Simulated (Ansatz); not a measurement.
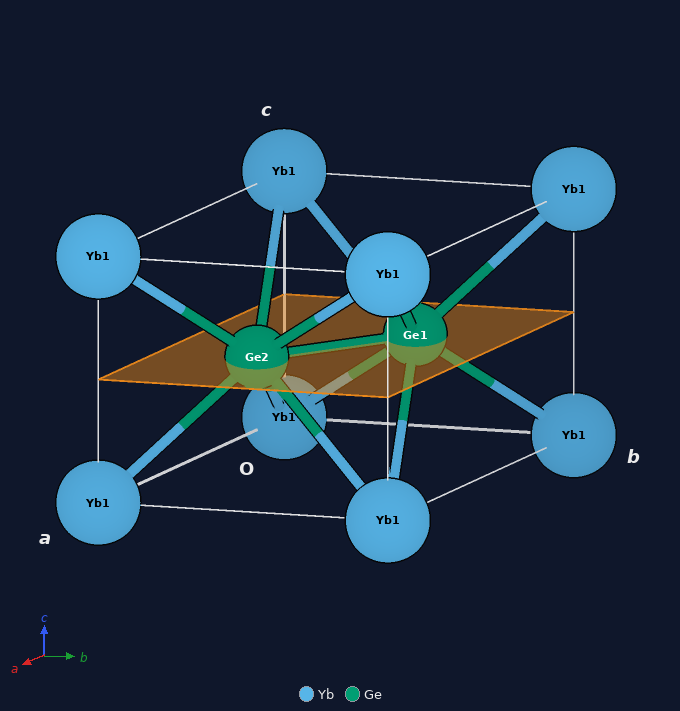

The shaded plane is a symmetry element of the crystal. Crystal: YbGe₂, the end point of a relaxation with DFT PBEsol, scalar-relativistic, plane waves, PAW (Ansatz 0.2.0); the starting structure was generated, so it need not be a known form of this composition. All values are computed from the atomic coordinates in the standard setting (tolerance 0.002 Å).

a = 4.300 Å, b = 4.300 Å, c = 3.894 Å, α = 90.00°, β = 90.00°, γ = 120.00°.

```
atom       x       y       z
 Yb1  0.0000  0.0000  0.0000
 Ge1  0.3333  0.6667  0.5000
 Ge2  0.6667  0.3333  0.5000
```

Q: Is it a mirror or a glide plane, and what is the operation?

A: It is a mirror plane, parallel to (0 0 1), through (1/2, 1/2, 1/2): x, y, z → x, y, −z+1.

Q: Onto which atom does it carry each atom (up to whole multiples of a, b and c)?

A: Yb1 → Yb1, Ge1 → Ge1, Ge2 → Ge2.
